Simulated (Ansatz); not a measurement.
# FH5O2Si2: the cost of one run

Program: Ansatz 0.2.0, driven from Python. Level of theory: CAM-B3LYP/cc-pVDZ. These are calculated values, not measurements.

## 1. The system

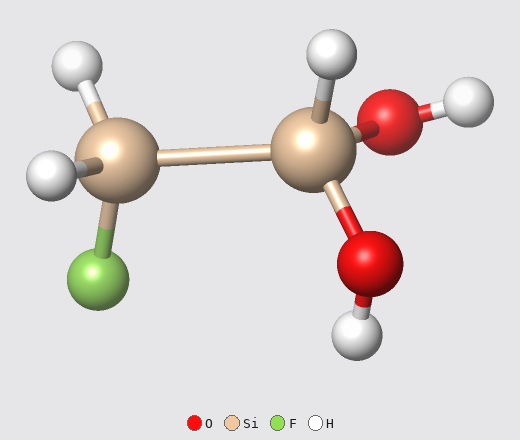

The structure that the script starts from, seen from a chosen angle (oxygen red, silicon light orange, fluorine green, hydrogen white).

No structure file is read: the coordinates are typed or built in the script.

## 2. Script

File torsion_fh5o2si2.py:

```python
# -*- coding: utf-8 -*-
'''Energy of FH5O2Si2 as one group turns about a bond.'''

import ansatz as az
from ase import Atoms


def main():
    atoms = Atoms(['O', 'Si', 'O', 'Si', 'F', 'H', 'H', 'H', 'H', 'H'], positions=[
        [-1.239, -1.1497, 1.0003],
        [0.198, -0.5866, 0.4703],
        [0.7286, -1.7246, -0.6081],
        [0.1765, 1.5794, -0.4845],
        [-1.0628, 1.6051, -1.603],
        [-1.9805, -1.1216, 0.3071],
        [1.1468, -0.5849, 1.6369],
        [0.927, -2.5946, -0.2247],
        [-0.2091, 2.5943, 0.6101],
        [1.3975, 1.9322, -1.1014],
    ])

    # relax first, so that the scan starts from a minimum
    first = (
        az.Crystal.molecule_from_ase(atoms).calculation()
        .basis(gaussian='cc-pVDZ')
        .functional('cam_b3lyp')
        .relax(force_tolerance=0.02, max_steps=80)
    )
    atoms.positions = first.run(threads=1).report['positions_ang']

    start = atoms.get_dihedral(0, 1, 3, 4)
    energies = {}
    for turn in range(0, 360, 30):
        turned = atoms.copy()
        turned.set_dihedral(0, 1, 3, 4, start + turn, indices=[3, 4, 8, 9])
        model = (
            az.Crystal.molecule_from_ase(turned).calculation()
            .basis(gaussian='cc-pVDZ')
            .functional('cam_b3lyp')
        )
        energies[round((start + turn) % 360)] = model.run(threads=1).report['free_energy_ev']
    floor = min(energies.values())
    print('dihedral O0-Si1-Si3-F4 (deg)   E - E(min) (kcal/mol)')
    for angle, e in sorted(energies.items()):
        print(f'{angle:8d} {23.060548 * (e - floor):14.3f}  ' + '#' * int(30 * (e - floor) / max(max(energies.values()) - floor, 1e-9)))


if __name__ == '__main__':
    main()
```

## 3. Running it

The run is started by

```
python torsion_fh5o2si2.py
```

**Question.** How long does this script take on 1 thread of AMD EPYC 9R45 (Zen 5), shared host, and how much memory does it need?

About 67 s, with a peak of 0.35 GiB.
